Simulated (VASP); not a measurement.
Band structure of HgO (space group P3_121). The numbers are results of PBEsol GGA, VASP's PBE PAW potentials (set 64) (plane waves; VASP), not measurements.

The path is coarsely sampled, so an indirect gap can come out somewhat too large. Unless said otherwise, spin-orbit coupling is left out, though it shifts the bands of the heavy elements here.

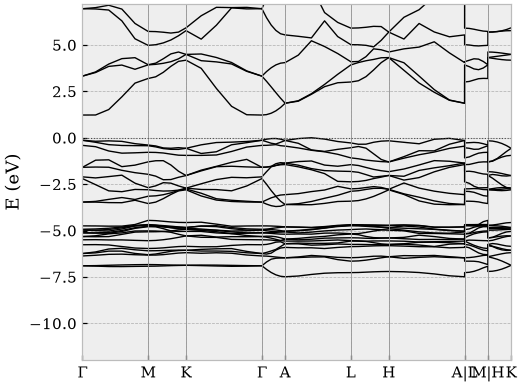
Figure: Bands along high-symmetry lines, zero at the valence-band maximum or, without a gap, the Fermi level

Question: Read the plot: is there a gap, and where are the band edges?

Answer: The gap is indirect, 1.22 eV, from the valence maximum at A-L at 0.40 to the conduction minimum at Γ.

The structure comes from a computed database's HgO entry (P3_121); how it stands against other phases isn't given here. The cell was not relaxed at this level.
